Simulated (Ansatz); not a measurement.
**BH3O (SMILES BO): FCI/STO-3G**

Aim: the vertical singlet–triplet gap of BH3O at FCI/STO-3G, from 2 runs. 

The calculation is run with Ansatz 0.2.0.

## (1) The system as given

The species is BH3O (5 atoms), typed as a singlet with charge 0. SMILES: `BO`. Geometry: relaxed at PBE0-D4/def2-TZVP.

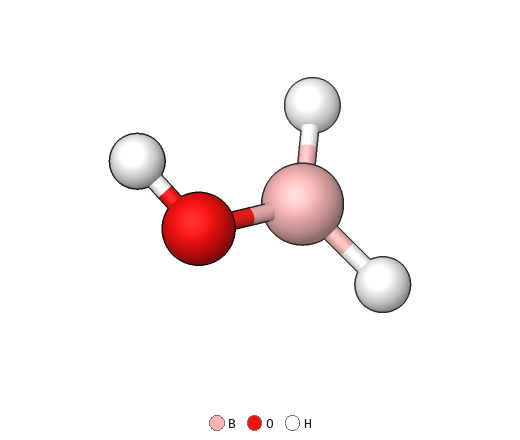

Viewed from a chosen angle; boron pink, oxygen red, hydrogen white.

## (2) A single-point energy at FCI/STO-3G

Contents of input.yaml:

```yaml
crystal:
  periodic: [false, false, false]
  atoms:
    - {symbol: B, position_ang: [-0.226600, -0.352800, 0.074700]}
    - {symbol: O, position_ang: [0.413500, 0.801800, 0.345900]}
    - {symbol: H, position_ang: [-0.820300, -0.865500, 0.977800]}
    - {symbol: H, position_ang: [-0.190600, -0.828900, -1.028100]}
    - {symbol: H, position_ang: [0.874000, 1.171800, -0.411700]}
basis:
  gaussian: {orbitals: STO-3G}
accuracy: high
correlation: {method: fci, frozen_orbitals: {B: 1, H: 0, O: 1}}
```

Command:

```sh
ansatz run input.yaml --threads 1 --pin off --max-ram 2610MiB --events-out events.jsonl --progress --plain --runs-dir runs
```

Log:

```text
Warning: RAYON_NUM_THREADS=1 ignored (pool sized by the plan → 1); use --threads N
Functional definition: HF
  name "HF"
  exchange = exact_x
  correlation = 0
207 factors; integrals over basis functions are off by at most 3.6e-8 eV
mean field evaluation 1: about -2719.4521 eV, gradient 1.8e1 eV
mean field evaluation 2: about -2719.4919 eV, gradient 1.8e1 eV
mean field evaluation 4: about -2720.6864 eV, gradient 1.3e0 eV
mean field evaluation 8: about -2720.6928 eV, gradient 1.3e-6 eV
mean field -2720.69275049 eV, -99.9836144286 hartree, gradient 7.7e-8 eV, S^2 0.000000; 0 other end points of the search recorded, 0 dependent functions left out
2 core orbitals not correlated: weight in the atoms' cores, before any rotation towards them, 1.000 or more for the frozen orbitals, at most 0.000 for the correlated occupied ones
reference -2720.69275049 eV, -99.9836144286 hartree; 6, 6 occupied and 5, 5 virtual orbitals, 207 factors
state -2723.70225391 eV, -100.0942116394 hartree
Total energy: -2723.70225391 eV, -100.0942116394 hartree
```

Run time: 1 s. Hardware: 1 thread of Arm Neoverse V1, shared host.

## (3) The triplet

Contents of run.yaml:

```yaml
crystal:
  periodic: [false, false, false]
  atoms:
    - {symbol: B, position_ang: [-0.226600, -0.352800, 0.074700]}
    - {symbol: O, position_ang: [0.413500, 0.801800, 0.345900]}
    - {symbol: H, position_ang: [-0.820300, -0.865500, 0.977800]}
    - {symbol: H, position_ang: [-0.190600, -0.828900, -1.028100]}
    - {symbol: H, position_ang: [0.874000, 1.171800, -0.411700]}
basis:
  gaussian:
    orbitals: STO-3G
magnetization:
  spin_polarized: true
  initial_magnetization: 2
correlation:
  method: fci
  frozen_orbitals: {B: 1, H: 0, O: 1}
accuracy: high
```

Command:

```sh
ansatz run run.yaml --threads 1 --pin off --max-ram 2610MiB --events-out events.jsonl --progress --plain --runs-dir runs
```

Log:

```text
Warning: RAYON_NUM_THREADS=1 ignored (pool sized by the plan → 1); use --threads N
[... 4 set-up lines as earlier in the session ...]
207 factors; integrals over basis functions are off by at most 3.6e-8 eV
mean field evaluation 1: about -2712.0103 eV, gradient 9.8e0 eV
mean field evaluation 2: about -2712.0754 eV, gradient 9.8e0 eV
mean field evaluation 4: about -2713.0131 eV, gradient 1.2e0 eV
mean field evaluation 8: about -2713.2616 eV, gradient 8.9e-1 eV
mean field evaluation 16: about -2713.8461 eV, gradient 1.2e-4 eV
mean field evaluation 32: about -2713.5069 eV, gradient 3.7e0 eV
mean field -2713.84607160 eV, -99.7320036205 hartree, gradient 2.7e-8 eV, S^2 2.017564; 4 other end points of the search recorded, 0 dependent functions left out
2 core orbitals not correlated: weight in the atoms' cores, before any rotation towards them, 1.000 or more for the frozen orbitals, at most 0.000 for the correlated occupied ones
reference -2713.70351148 eV, -99.7267646324 hartree; 7, 5 occupied and 4, 6 virtual orbitals, 207 factors
state -2715.87013020 eV, -99.8063864018 hartree
Total energy: -2715.87013020 eV, -99.8063864018 hartree
```

Run time: 1.9 s. Hardware: 1 thread of Arm Neoverse V1, shared host.

## (4) Results

Level: FCI/STO-3G, 2 core orbitals frozen.

```
                                            quantity          value
                               singlet: total energy  -100.09421 Eh
singlet: correlation energy (2 core orbitals frozen)     -110.6 mEh
                               triplet: total energy   -99.80639 Eh
triplet: correlation energy (2 core orbitals frozen)      -79.6 mEh
    vertical energy of the triplet above the singlet       7.832 eV
```

**Reading.** At this shape the triplet lies 7.83 eV (756 kJ/mol) above the singlet.
